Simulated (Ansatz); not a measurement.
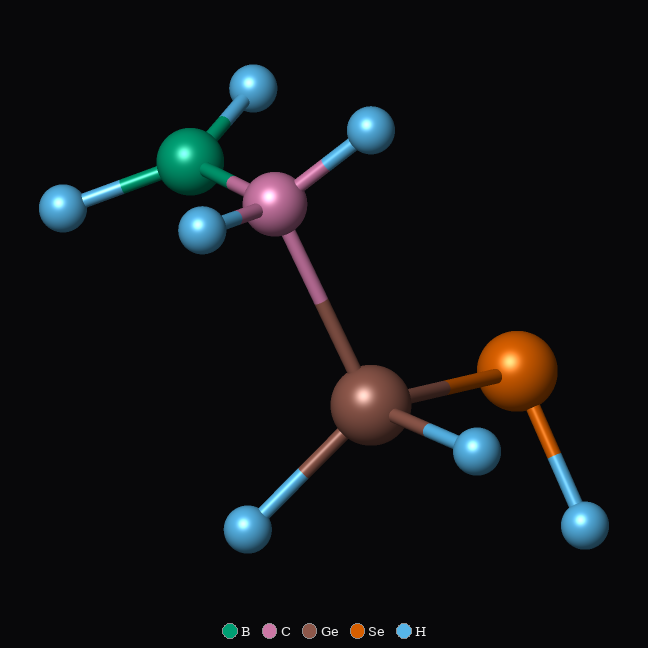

Harmonic vibrations computed with RKS PBE0-D4/def2-TZVP (Ansatz 0.2.0) at a stationary point of the same level.

**How many imaginary frequencies does it have?**

A minimum: no imaginary frequency, and the lowest mode lies at 45 cm⁻¹.

**List the wavenumbers.**

27 modes: 45, 117, 138, 180, 276, 293, 468, 549, 609, 627, 674, 728, 874, 914, 954, 1048, 1054, 1102, 1255, 1435, 2139, 2150, 2439, 2574, 2652, 3073, 3144 cm⁻¹.
